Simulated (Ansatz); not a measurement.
# GaSiH7O (SMILES [SiH3][OH+][GaH3-]) at r2SCAN0/6-31G(d) (spherical functions)

Aim: the vertical ionisation energy of GaSiH7O at r2SCAN0/6-31G* (spherical functions), from 2 runs. 

The calculation is run with Ansatz 0.2.0.

67 further runs of the same task are left out: 1 that didn't finish, 66 set aside as unsound or not needed.

**1. The molecule**

GaSiH7O has 10 atoms, charge 0, and is taken as a singlet. As SMILES, `[SiH3][OH+][GaH3-]`. The shape is that of a PBE0-D4/def2-TZVP optimisation.

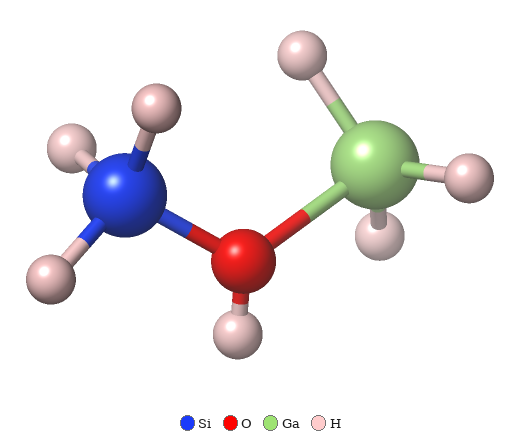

The structure, seen from a chosen angle (silicon blue, oxygen red, gallium green, hydrogen pink).

**2. A single-point energy at r2SCAN0/6-31G(d) (spherical functions)**

Contents of molecule.yaml:

```yaml
crystal:
  periodic: [false, false, false]
  atoms:
    - symbol: Si
      position_ang: [-0.484700, 0.680100, -1.289300]
    - symbol: O
      position_ang: [-0.772200, -0.233700, 0.097500]
    - symbol: Ga
      position_ang: [0.882100, -0.551000, 1.475200]
    - symbol: H
      position_ang: [-1.767100, 0.740000, -2.035000]
    - symbol: H
      position_ang: [0.556000, 0.040700, -2.124900]
    - symbol: H
      position_ang: [-0.069600, 2.013200, -0.814500]
    - symbol: H
      position_ang: [-1.323900, -1.014800, 0.010100]
    - symbol: H
      position_ang: [0.306600, 0.146600, 2.760300]
    - symbol: H
      position_ang: [1.885600, 0.253500, 0.552600]
    - symbol: H
      position_ang: [0.870300, -2.125600, 1.370900]
basis:
  gaussian: {orbitals: 6-31G_st_-spherical.json}
hamiltonian: {xc: {name: r2SCAN0}}
accuracy: high
output: {orbitals: {seedname: orbitals}}
```

The basis set 6-31G* is read from a file made from the Basis Set Exchange's data (not shown).

Started as:

```
$ ansatz run molecule.yaml --threads 1 --pin off --max-ram 3480MiB --events-out events.jsonl --progress --plain --runs-dir runs
```

The log of the run:

```text
Warning: RAYON_NUM_THREADS=1 ignored (pool sized by the plan → 1); use --threads N
Functional definition: r2SCAN0
  name "r2SCAN0"
  parameter a = 0.25
  parameter k0 = 0.174
  parameter k1 = 0.065
  parameter a1 = 4.9479
  exchange = (1 - a)*r2scan_x(k0 = k0, k1 = k1, a1 = a1) + a*exact_x
  correlation = r2scan_c
1782 factors; integrals over basis functions are off by at most 4.7e-9 eV
mean field evaluation 1: about -62402.5206 eV, gradient 4.0e1 eV
mean field evaluation 2: about -62399.9267 eV, gradient 5.6e1 eV
mean field evaluation 4: about -62405.1516 eV, gradient 1.5e0 eV
mean field evaluation 8: about -62405.3364 eV, gradient 8.5e-2 eV
mean field evaluation 16: about -62405.3364 eV, gradient 6.5e-6 eV
mean field -62405.33641587 eV, -2293.3538134270 hartree, gradient 2.3e-8 eV, S^2 0.000000; 0 other end points of the search recorded, 0 dependent functions left out
reference -62405.33641700 eV, -2293.3538134685 hartree; 30, 30 occupied and 48, 48 virtual orbitals, 1782 factors
Total energy: -62405.33641700 eV, -2293.3538134685 hartree
```

Run time: 20 s. Hardware: 1 thread of Arm Neoverse V1, shared host; peak memory 0.34 GiB.

**3. The doublet cation, same level**

Contents of input.yaml:

```yaml
basis:
  gaussian:
    orbitals: 6-31G_st_-spherical.json
crystal:
  periodic: [false, false, false]
  atoms:
    - symbol: Si
      position_ang: [-0.484700, 0.680100, -1.289300]
    - symbol: O
      position_ang: [-0.772200, -0.233700, 0.097500]
    - symbol: Ga
      position_ang: [0.882100, -0.551000, 1.475200]
    - symbol: H
      position_ang: [-1.767100, 0.740000, -2.035000]
    - symbol: H
      position_ang: [0.556000, 0.040700, -2.124900]
    - symbol: H
      position_ang: [-0.069600, 2.013200, -0.814500]
    - symbol: H
      position_ang: [-1.323900, -1.014800, 0.010100]
    - symbol: H
      position_ang: [0.306600, 0.146600, 2.760300]
    - symbol: H
      position_ang: [1.885600, 0.253500, 0.552600]
    - symbol: H
      position_ang: [0.870300, -2.125600, 1.370900]
total_charge: 1
magnetization:
  spin_polarized: true
  initial_magnetization: 1
hamiltonian:
  xc: {name: r2SCAN0}
accuracy: high
output:
  orbitals: {seedname: orbitals}
```

The basis set 6-31G* is read from a file made from the Basis Set Exchange's data (not shown).

Started as:

```
$ ansatz run input.yaml --threads 1 --pin off --max-ram 3480MiB --events-out events.jsonl --progress --plain --runs-dir runs
```

The log of the run, cut to the lines that bear on the results:

```text
Warning: RAYON_NUM_THREADS=1 ignored (pool sized by the plan → 1); use --threads N
[... 8 set-up lines as earlier in the session ...]
1779 factors; integrals over basis functions are off by at most 4.7e-9 eV
mean field evaluation 1: about -62385.9662 eV, gradient 4.9e1 eV
mean field evaluation 2: about -62351.6147 eV, gradient 9.5e1 eV
mean field evaluation 4: about -62394.9717 eV, gradient 1.5e0 eV
mean field evaluation 8: about -62395.1817 eV, gradient 3.5e-1 eV
mean field evaluation 16: about -62395.1964 eV, gradient 1.6e-1 eV
mean field evaluation 32: about -62395.2039 eV, gradient 3.6e-4 eV
mean field evaluation 64: about -62393.8109 eV, gradient 9.1e0 eV
mean field -62395.20386458 eV, -2292.9814490351 hartree, gradient 5.0e-8 eV, S^2 0.767264; 5 other end points of the search recorded, 0 dependent functions left out
reference -62395.20386722 eV, -2292.9814491320 hartree; 30, 29 occupied and 48, 49 virtual orbitals, 1779 factors
Total energy: -62395.20386722 eV, -2292.9814491320 hartree
```

It took 1.8 min on 1 thread of Arm Neoverse V1, shared host; peak memory 0.6 GiB.

**4. What came out**

At r2SCAN0/6-31G* (spherical functions):

| quantity | value |
| --- | --- |
| singlet GaSiH7O: total energy | -2293.35381 Eh |
| singlet GaSiH7O: HOMO energy | -7.91 eV |
| singlet GaSiH7O: LUMO energy | -0.40 eV |
| singlet GaSiH7O: HOMO–LUMO gap | 7.52 eV |
| doublet cation: total energy | -2292.98145 Eh |
| doublet cation: HOMO energy (highest over α and β) | -13.98 eV |
| doublet cation: LUMO energy (lowest over α and β) | -12.23 eV |
| doublet cation: ⟨S²⟩ | 0.767 |
| vertical ionisation energy (to the doublet cation) | 10.133 eV |

In words: The vertical ionisation energy comes to 10.13 eV (234 kcal/mol). The negative HOMO energy of the first species, 7.91 eV, lies 2.22 eV below that difference.
